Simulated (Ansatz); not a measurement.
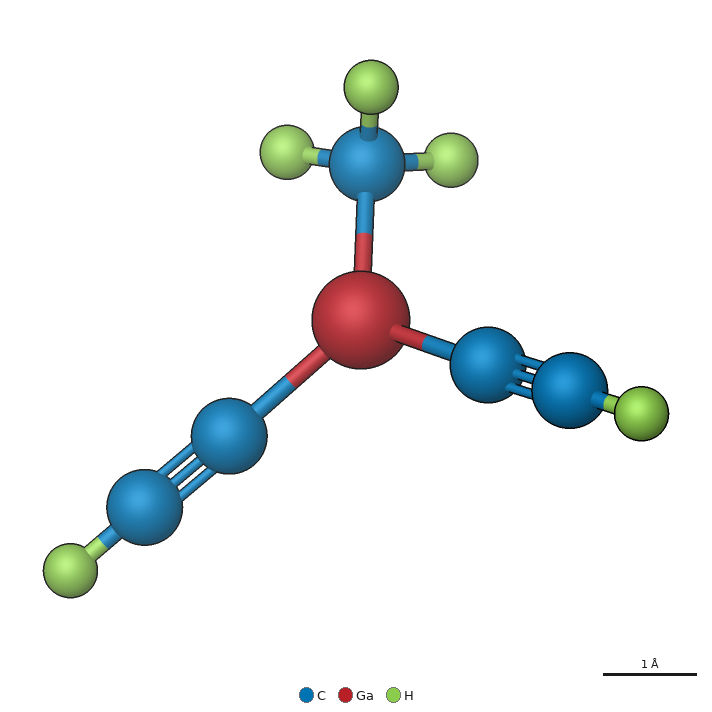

A ball-and-stick model of a molecule.

Identify the structure.

It has 11 atoms: 5 carbon, 5 hydrogen and 1 gallium (C5H5Ga). Its SMILES string is `C#[C][Ga]([CH3])[C]#C`. Among its groups: alkyne. Coordination: 4 C linear; 1 Ga trigonal planar; 1 C tetrahedral.

More results for the same structure follow; atom numbers are the same in all pictures, views and colours differ. The computed structure is the end point of a PBE0-D4/def2-TZVP optimisation.

Electronic properties

Method: RKS BHLYP-D4/def2-TZVPP (Ansatz 0.2.0).

What does the calculation give?

- HOMO energy (Kohn–Sham orbital): −9.00 eV
- LUMO energy (Kohn–Sham orbital): −0.93 eV
- HOMO–LUMO gap: 8.08 eV
- dispersion correction: −31.0 kJ/mol

Dipole moment

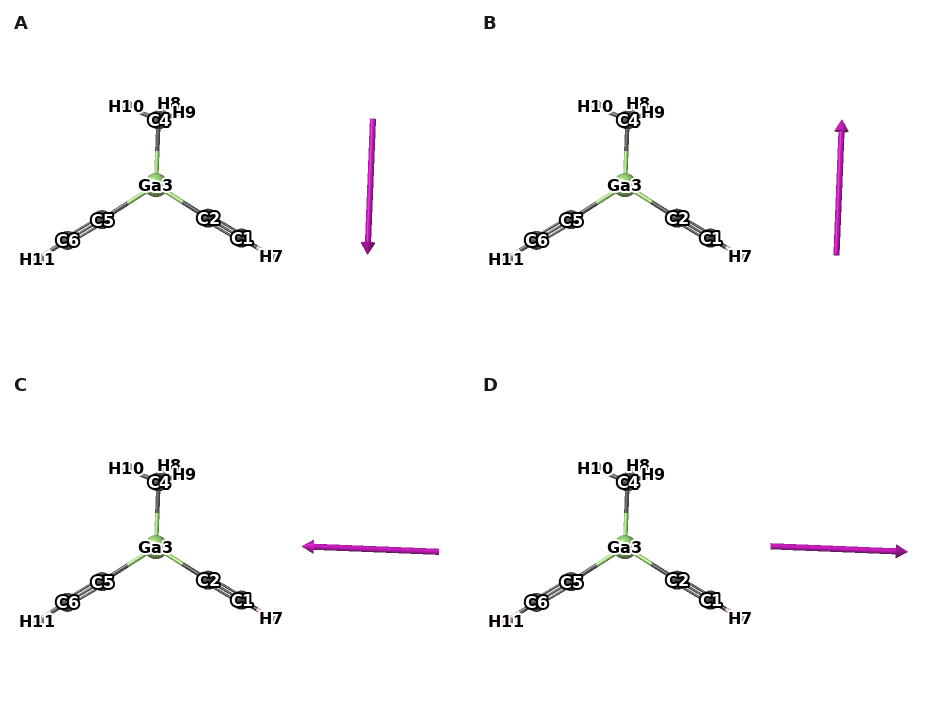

The same molecule four times, each with an arrow. Method: RKS ωB97M-V/def2-TZVPP (Ansatz 0.2.0).

> Which arrow points along the dipole moment, from the negative to the positive end?

B. The dipole moment is 0.55 D; it points from the side of H7, H11 to the side of H8, H9, H10 (the outermost atoms at the two ends).

Charges

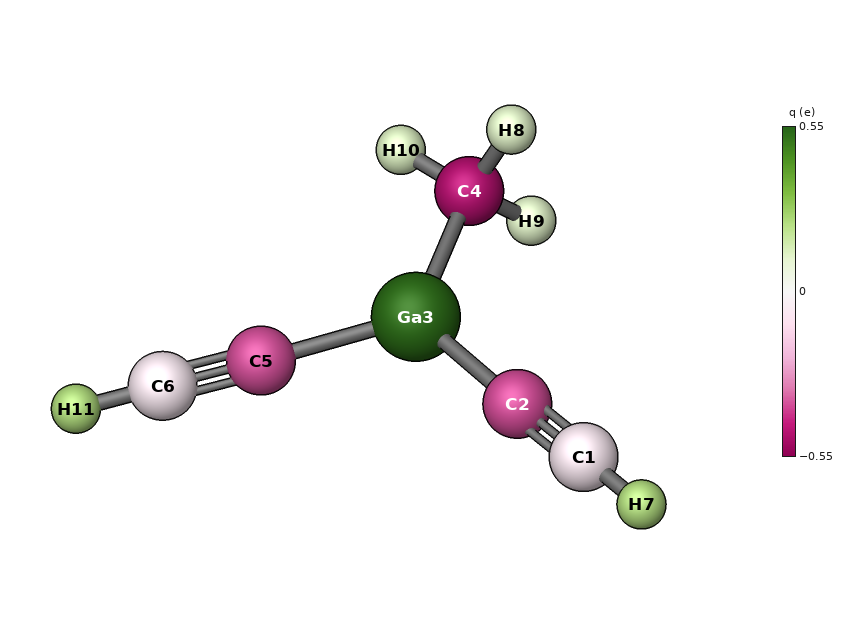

Atoms are coloured by their Mulliken charges. Properties computed with RKS ωB97M-V/def2-TZVPP (Ansatz 0.2.0).

List the Mulliken charges.

| atom | value (e) |
| --- | --- |
| C1 | −0.06 |
| C2 | −0.38 |
| Ga3 | 0.52 |
| C4 | −0.47 |
| C5 | −0.37 |
| C6 | −0.06 |
| H7 | 0.23 |
| H8 | 0.12 |
| H9 | 0.12 |
| H10 | 0.13 |
| H11 | 0.23 |

Mulliken values depend strongly on the basis set and can even reverse the polarity of a bond.
